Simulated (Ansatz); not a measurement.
Partial pair distribution functions of a relaxed model of amorphous Cu$_{24}$Ta$_{24}$, broadened by 0.06 Å; density 13.18 g/cm³. All values below come from PBE, scalar-relativistic without spin-orbit coupling (plane waves to 420 eV, PAW; Ansatz, an electronic-structure program).

It comes from a melt-quench run on a machine-learned potential (CHGNet), relaxed afterwards by DFT. The hot cell started wider than the set density and was brought back towards it in steps. It is the lowest in DFT energy of 3 quenches. It is a model cell: composition and starting density were chosen by hand, and all elements were melted together. No dispersion term was used. Its density started from a set value of 13.27 and ended at 13.18 g/cm³. Cooling (nominally 230 K/ps over its main leg) ran many orders faster than in experiment, which tends to leave more defects and strain. A cell of this size samples the disorder only roughly. Volume and shape were free in the relaxation. On a 2×2×2 Γ-centred mesh force components of up to 0.37 eV/Å stay, since the relaxation ran on one k-point at (1/4, 1/4, 1/4).

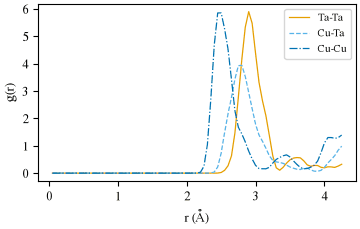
Figure. Partial pair distribution functions

Highest peaks under 4.5 Å: Ta-Ta near 2.90 Å, Cu-Ta near 2.80 Å, Cu-Cu near 2.45 Å; pairs of few atoms are noisy.

Within 3.34 Å each Ta has 7.17 Ta neighbours on average.
